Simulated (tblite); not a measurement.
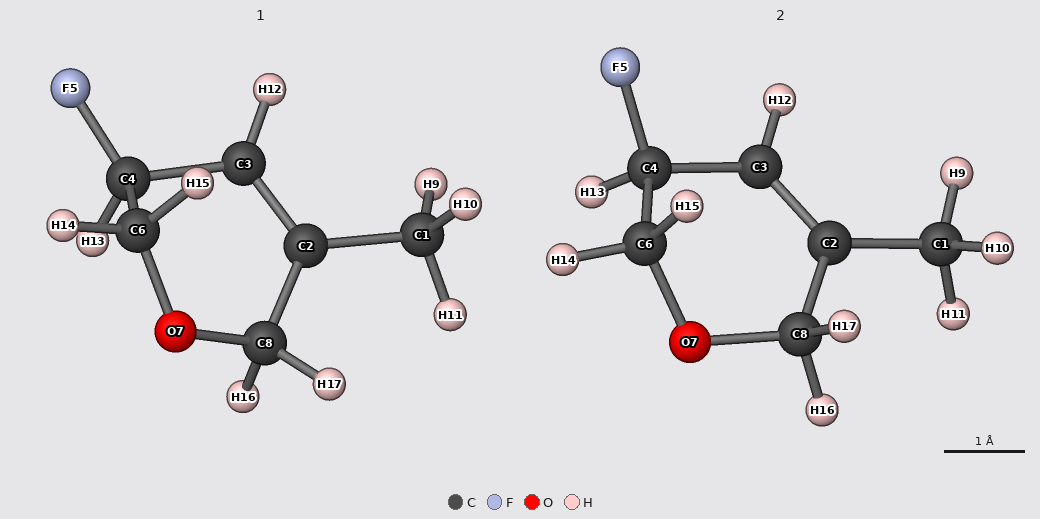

Two geometries of C$_{6}$H$_{9}$FO, drawn at one scale. One is the start of a relaxation, the other its converged end. The picture is a ball-and-stick view, seen at a tilt.

Computed with GFN2-xTB geometry optimisation, gas phase in tblite. 

Question: Which one is relaxed?

Answer: Structure 2 is the relaxed one. Over 76 geometry steps the energy falls by 50.3 kJ/mol. The atom that moves furthest after the best rigid fit is H16 (0.98 Å). Largest moves by element: H 0.98 Å, F 0.65 Å, C 0.32 Å, O 0.31 Å. Among the contacts that change: O7–C8 1.371 → 1.410 Å, C2–C8 1.467 → 1.506 Å, C6–O7 1.370 → 1.404 Å, C4–F5 1.353 → 1.385 Å. Bond angles that change, for instance: O7–C6–H14 114.8° → 106.6°, C3–C4–C6 102.6° → 109.9°, C6–C4–H13 104.4° → 111.0°. Groups turn about O7–C8 by about 45°, C2–C8 by about 40°, C1–C2 by about 35°. Cost: 0.32 s on 1 thread of Intel(R) Xeon(R) 6975P-C (shared host).
